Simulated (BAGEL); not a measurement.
# GeH2OF2 (SMILES [OH][GeH]([F])[F]) at RI-MP2/def2-SVP (density fitting with qzvpp-jkfit)

What is the energy change on altering one bond length of GeH2OF2 at RI-MP2/def2-SVP (density fitting with qzvpp-jkfit)? 

Program for the calculation: BAGEL 1.2.2.

## (1) The system as given

GeH2OF2 has 6 atoms, charge 0, and is taken as a singlet. As SMILES, `[OH][GeH]([F])[F]`. The shape is that of a PBE0-D4/def2-TZVP optimisation. This is one conformer, not always the lowest.

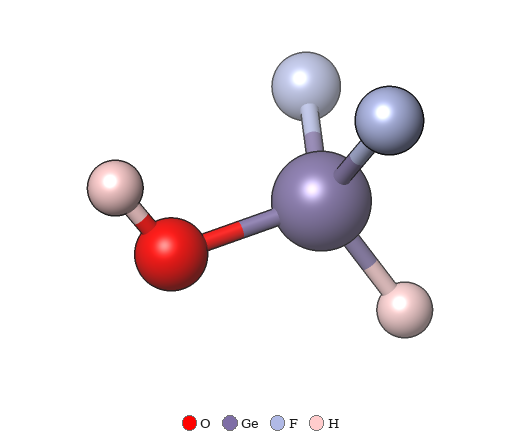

Viewed from a chosen angle; oxygen red, germanium purple, fluorine light blue, hydrogen pink.

## (2) The energy at RI-MP2/def2-SVP (density fitting with qzvpp-jkfit)

job.json

```json
{ "bagel" : [

{
  "title" : "molecule",
  "basis" : "svp",
  "df_basis" : "qzvpp-jkfit",
  "angstrom" : "true",
  "geometry" : [
    { "atom" : "O", "xyz" : [       0.086400,       1.049000,      -0.909900 ] },
    { "atom" : "Ge", "xyz" : [       0.075900,      -0.102300,       0.396800 ] },
    { "atom" : "F", "xyz" : [       1.042800,      -1.459100,      -0.031500 ] },
    { "atom" : "F", "xyz" : [      -1.502300,      -0.768100,       0.556400 ] },
    { "atom" : "H", "xyz" : [      -0.207700,       0.688000,      -1.751000 ] },
    { "atom" : "H", "xyz" : [       0.546800,       0.528400,       1.692900 ] }
  ]
},

{ "title" : "hf" },

{ "title" : "mp2", "ncore" : 12 }

]}
```

The run is started by

```bash
BAGEL_NUM_THREADS=1 BAGEL job.json > job.out
```

The log of the run:

```text
* using 1 threads per process

  ===============================================================
  ===============================================================

  *** Geometry ***

  { "atom" : "O", "xyz" : [      0.163272,      1.982323,     -1.719462 ] },
  { "atom" : "Ge", "xyz" : [      0.143430,     -0.193319,      0.749843 ] },
  { "atom" : "F", "xyz" : [      1.970606,     -2.757299,     -0.059526 ] },
  { "atom" : "F", "xyz" : [     -2.838936,     -1.451499,      1.051444 ] },
  { "atom" : "H", "xyz" : [     -0.392496,      1.300132,     -3.308910 ] },
  { "atom" : "H", "xyz" : [      1.033302,      0.998531,      3.199117 ] },

  Number of auxiliary basis functions:      533

  Since a DF basis is specified, we compute 2- and 3-index integrals:
    o Being stored without compression. Storage requirement is 0.030 GB

  Number of basis functions:       84
  Number of electrons      :       60

    * METHOD: MOLECULE                             0.24

  *** RHF ***

  === Nuclear Repulsion ===
   329.1601166096

      * DIIS with orbital gradients will be used.

  === RHF iteration (svp) ===
      0      -2349.56294360          0.02469417           0.09
      1      -2349.75435534          0.01661995           0.09
      2      -2349.88596089          0.00107805           0.08
      3      -2349.88685481          0.00043084           0.09
      4      -2349.88695101          0.00008373           0.09
      5      -2349.88695921          0.00002224           0.09
      6      -2349.88695996          0.00000445           0.09
      7      -2349.88695998          0.00000156           0.09
      8      -2349.88695998          0.00000040           0.09
      9      -2349.88695998          0.00000007           0.09
     10      -2349.88695998          0.00000002           0.09
     11      -2349.88695998          0.00000001           0.09
    * SCF iteration converged.

    * Permanent dipole moment:
           (   -0.135968,    -0.500224,    -0.005429) a.u.

    * METHOD: HF                                   1.28

  *** RHF ***

  === Nuclear Repulsion ===
   329.1601166096

      * DIIS with orbital gradients will be used.

  === RHF iteration (svp) ===
      0      -2349.88695998          0.00000000           0.08
    * SCF iteration converged.

    * Permanent dipole moment:
           (   -0.135968,    -0.500224,    -0.005429) a.u.

  === DF-MP2 calculation ===

    * freezing 12 orbitals
    * 3-index integral transformation done
    * assembly done

      MP2 correlation energy:   -0.7875659109      0.06

      MP2 total energy:       -2350.6745258941

    * METHOD: MP2                                  0.24

  ===============================================================
```

Run time: 1.9 s. Hardware: 1 thread of Arm Neoverse V2, shared host; peak memory 0.14 GiB.

## (3) The distorted shape at the same level

calc.json

```json
{ "bagel" : [

{
  "title" : "molecule",
  "basis" : "svp",
  "df_basis" : "qzvpp-jkfit",
  "angstrom" : "true",
  "geometry" : [
    { "atom" : "O", "xyz" : [    0.321681,    1.337801,   -0.237017 ] },
    { "atom" : "Ge", "xyz" : [    0.311181,    0.186501,    1.069683 ] },
    { "atom" : "F", "xyz" : [    1.278081,   -1.170299,    0.641383 ] },
    { "atom" : "F", "xyz" : [   -1.267019,   -0.479299,    1.229283 ] },
    { "atom" : "H", "xyz" : [   -0.207700,    0.688000,   -1.751000 ] },
    { "atom" : "H", "xyz" : [    0.782081,    0.817201,    2.365783 ] }
  ]
},
{
  "title" : "hf"
},
{
  "title" : "mp2",
  "ncore" : 12
}

]}
```

The run is started by

```bash
BAGEL_NUM_THREADS=1 BAGEL calc.json > calc.out
```

The log of the run:

```text
* using 1 threads per process

  ===============================================================
  ===============================================================

  *** Geometry ***

  { "atom" : "O", "xyz" : [      0.607889,      2.528078,     -0.447897 ] },
  { "atom" : "Ge", "xyz" : [      0.588047,      0.352436,      2.021408 ] },
  { "atom" : "F", "xyz" : [      2.415223,     -2.211545,      1.212038 ] },
  { "atom" : "F", "xyz" : [     -2.394319,     -0.905744,      2.323008 ] },
  { "atom" : "H", "xyz" : [     -0.392496,      1.300132,     -3.308910 ] },
  { "atom" : "H", "xyz" : [      1.477919,      1.544286,      4.470682 ] },

  Number of auxiliary basis functions:      533

  Since a DF basis is specified, we compute 2- and 3-index integrals:
    o Being stored without compression. Storage requirement is 0.030 GB

  Number of basis functions:       84
  Number of electrons      :       60

    * METHOD: MOLECULE                             0.24

  *** RHF ***

  === Nuclear Repulsion ===
   325.3220277983

      * DIIS with orbital gradients will be used.

  === RHF iteration (svp) ===
      0      -2349.30504609          0.02620715           0.09
      1      -2349.45621291          0.02205915           0.09
      2      -2349.70375471          0.00280743           0.09
      3      -2349.70851522          0.00116651           0.09
      4      -2349.70978441          0.00029217           0.09
      5      -2349.70991663          0.00011532           0.09
      6      -2349.70993143          0.00004392           0.09
      7      -2349.70993395          0.00000651           0.09
      8      -2349.70993401          0.00000270           0.09
      9      -2349.70993403          0.00000174           0.09
     10      -2349.70993403          0.00000084           0.09
     11      -2349.70993403          0.00000038           0.09
     12      -2349.70993403          0.00000020           0.09
     13      -2349.70993404          0.00000007           0.09
     14      -2349.70993404          0.00000003           0.09
     15      -2349.70993404          0.00000001           0.09
     16      -2349.70993404          0.00000001           0.09
    * SCF iteration converged.

    * Permanent dipole moment:
           (   -0.026923,    -0.406086,     0.352964) a.u.

    * METHOD: HF                                   1.72

  *** RHF ***

  === Nuclear Repulsion ===
   325.3220277983

      * DIIS with orbital gradients will be used.

  === RHF iteration (svp) ===
      0      -2349.70993404          0.00000000           0.09
    * SCF iteration converged.

    * Permanent dipole moment:
           (   -0.026924,    -0.406086,     0.352964) a.u.

  === DF-MP2 calculation ===

    * freezing 12 orbitals
    * 3-index integral transformation done
    * assembly done

      MP2 correlation energy:   -0.8178450207      0.06

      MP2 total energy:       -2350.5277790557

    * METHOD: MP2                                  0.24

  ===============================================================
```

Run time: 2.4 s. Hardware: 1 thread of Arm Neoverse V2, shared host; peak memory 0.13 GiB.

## (4) Results

Level: RI-MP2/def2-SVP (density fitting with qzvpp-jkfit), 12 core orbitals frozen.

| quantity | value |
| --- | --- |
| first shape: total energy | -2350.67453 Eh |
| first shape: correlation energy (12 core orbitals frozen) | -787.6 mEh |
| distorted shape: total energy | -2350.52778 Eh |
| distorted shape: correlation energy (12 core orbitals frozen) | -817.8 mEh |
| energy change with the O1–H5 bond stretched from 0.961 to 1.730 Å | 3.993 eV |

What this shows: One bond (distorted shape) is far stretched, which a spin-restricted single reference describes badly; perturbation theory on it can break down and give far too much correlation. With the O1–H5 bond stretched from 0.961 to 1.730 Å the energy rises by 3.99 eV (385 kJ/mol). The first shape isn't relaxed at this level, so the change isn't measured from a minimum. A restricted reference can't describe the breaking bond well at this length.
